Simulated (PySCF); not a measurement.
## A study: BCl2(SiH3) (BCl$_{2}$H$_{3}$Si)

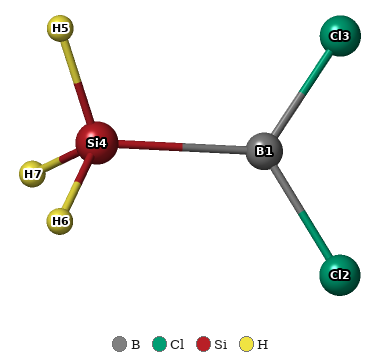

The molecule, with its atoms numbered as below. No frequency check shows the geometry to be a minimum.

Cartesian coordinates (Å):

```
B1      -0.0834    0.0015   -0.0102
Cl2     -0.9877   -1.4661    0.0003
Cl3     -0.9959    1.4616    0.0012
Si4      1.9115    0.0046   -0.0012
H5       2.4682    1.1885   -0.6630
H6       2.4748   -1.1731   -0.6637
H7       2.4350   -0.0099    1.3689
```

### 1. Bonding charge

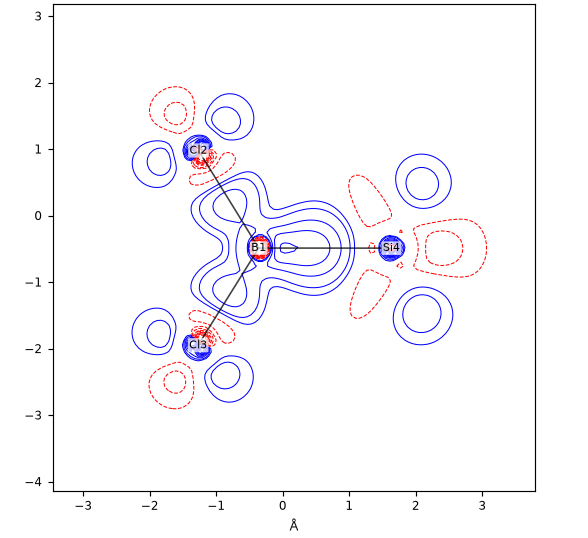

Deformation density (molecule less spherical, spin-averaged free atoms) in the plane of B1, Cl2, Cl3 and Si4; contours at ±0.05 to ±0.8 e/Å³; solid blue lines: gain, dashed red lines: loss.

Level of theory: PBE0/6-311G** (PySCF), at a geometry from GFN2-xTB.

How much density has each bond in this plane gained at its critical point, relative to the free atoms?

Answer. B1–Cl3 and B1–Cl2: +0.21 e/Å³ at the bond critical point (bond length 1.72 Å, Mayer order 1.2). B1–Si4: +0.20 e/Å³ at the bond critical point (bond length 2.00 Å, Mayer order 0.9). In all, 1.6 electrons gather in the regions of gain relative to the promolecule.

Where do the Hirshfeld charges lie?

Answer. The highest Hirshfeld charge is on Si4 (+0.23 e), the lowest on H5 and H6 (−0.07 e).

### 2. Bond critical points

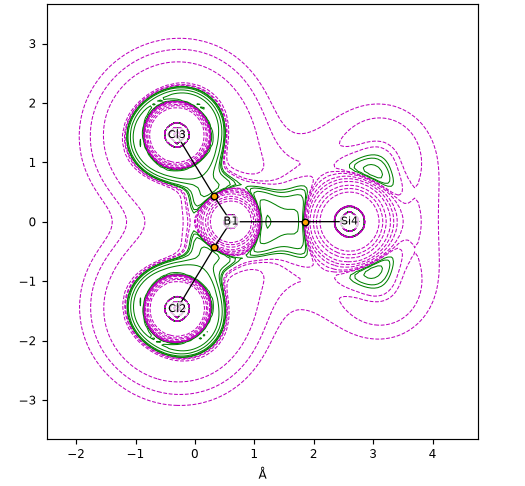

Negative Laplacian of the density (−∇²ρ) in the plane of B1, Cl2, Cl3 and Si4 (solid green lines positive, dashed magenta lines negative, contours at ±0.02 to ±8 a.u.), with bond paths and bond critical points (dots).

Sort the bonds in the plane by the sign of ∇²ρ at their critical points.

Answer. At none is it concentrated. Depleted (∇²ρ > 0): B1–Cl3 and B1–Cl2 (+0.08 a.u., H = −0.141); B1–Si4 (+0.02 a.u., H = −0.078). A positive Laplacian with clearly negative H marks a strongly polar covalent bond, whose critical point lies close to the core of the less electronegative atom.

Where along B1–Cl3 does the critical point lie?

Answer. 0.52 Å from B1 and 1.21 Å from Cl3.

### 3. Local ionisation energy

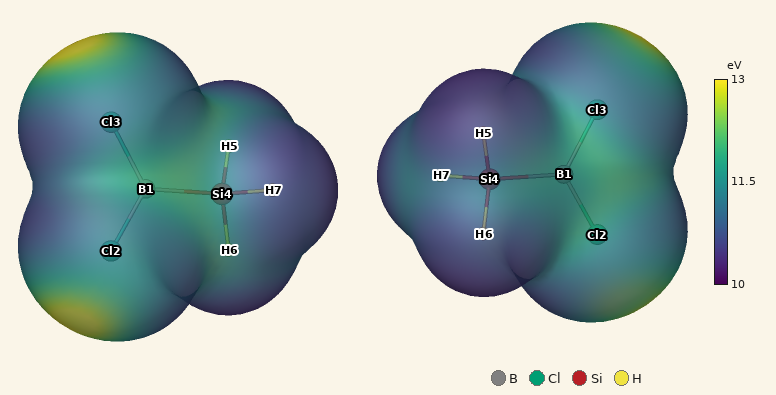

Average local ionisation energy on the surface of electron density 0.001 a.u. (back view left, front view right).

Where are the most loosely bound electrons on this surface?

Answer. The lowest value is 10.3 eV, 1.5 Å from H6, and at like points elsewhere. Further minima include 10.5 eV, 2.1 Å from Cl2, and at like points elsewhere; 10.6 eV, 2.1 Å from Cl3. For comparison, the highest occupied orbital lies at −8.6 eV.

What volume does the surface enclose, and what is the dipole moment?

Answer. About 127 Å³; the dipole moment is 0.5 D.

### 4. Removing or adding an electron

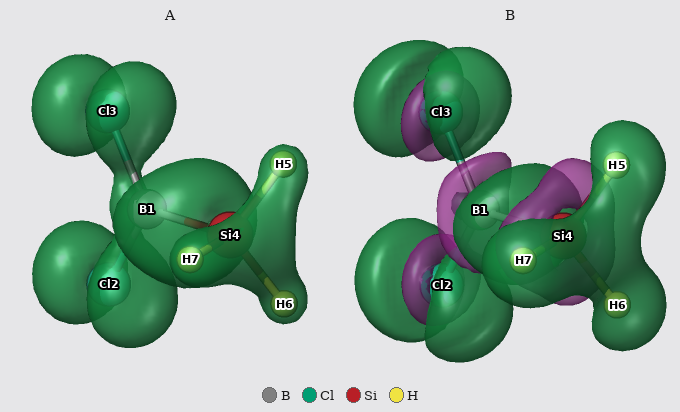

The Fukui function f⁻ from two separate SCF calculations and the density of the HOMO, at ±0.015 e/Å³ (green positive, purple negative).

Computed with PySCF, B3LYP/def2-SVPD, geometry: GFN2-xTB.

Which panel is which, and how good is the frozen-orbital picture?

Answer. B is f⁻ (it has negative regions), A the HOMO density. The HOMO lies on Si4 (25 %), Cl2 and Cl3 (23 % each) and B1 (21 %); f⁻ (Hirshfeld-condensed) is largest on Cl2 and Cl3 (0.26 each) and Si4 (0.18); the vertical ionisation energy is 10.57 eV. Relaxation shifts 17 % of the electron between atoms. The orbital energy is −8.36 eV.
